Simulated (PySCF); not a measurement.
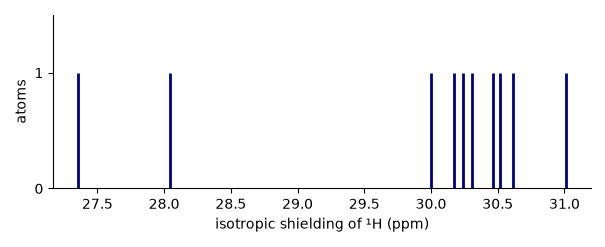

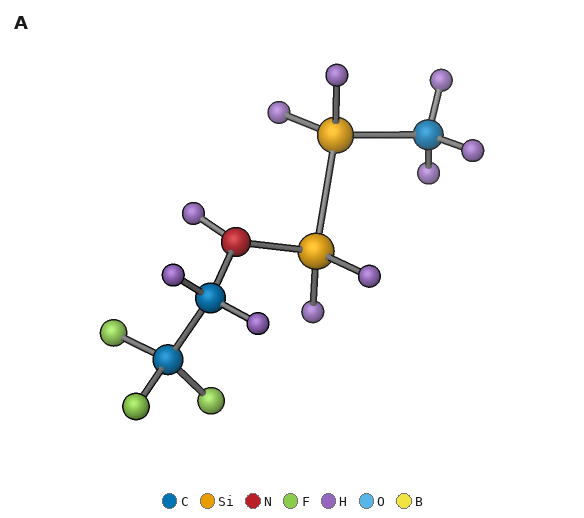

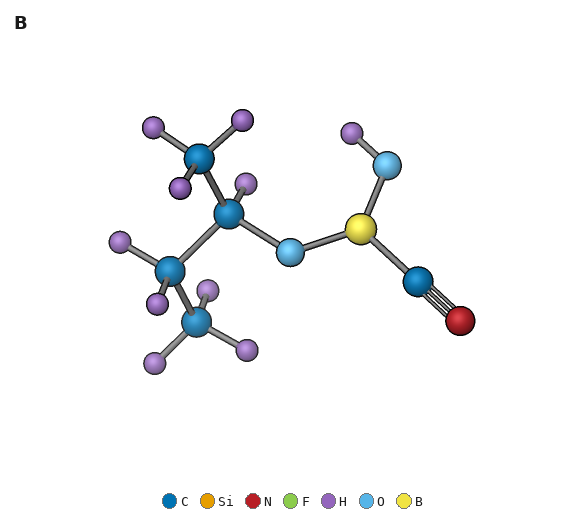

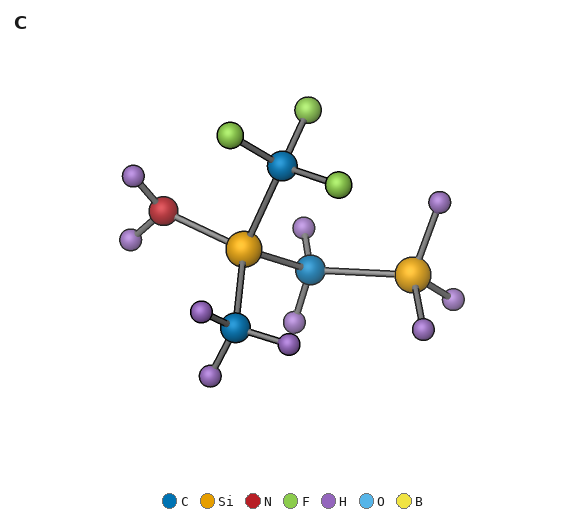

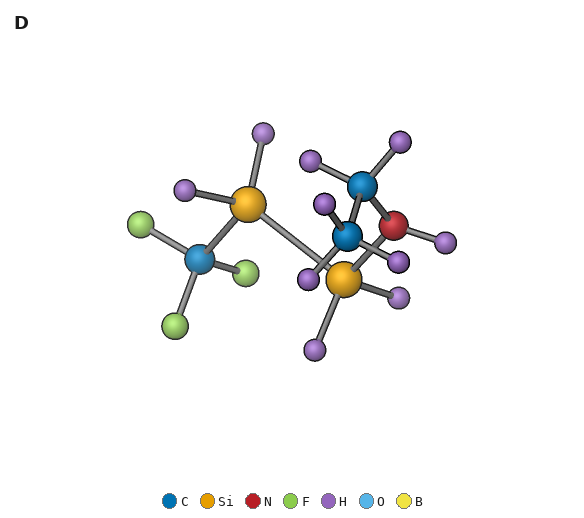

The sticks are computed shieldings of one of the molecules, for one fixed geometry (GFN2-xTB) without averaging over rotations. Low shielding means a high chemical shift. Method: GIAO PBE0/pcSseg-1 NMR shielding, non-relativistic, gas phase (PySCF 2.14.0).

> Which molecule gives this pattern?

B, `CC[C@@H](C)OB(O)C#N`. Its 10 H atoms give lines at 27.35, 28.04, 30.00, 30.17, 30.24, 30.31, 30.47, 30.52, 30.61, 31.01 ppm.

The geometry is semi-empirical. Around B, Si such bond lengths and angles can be off by a tenth of an ångström or more and by several degrees, and values that hang on the shape move with them.
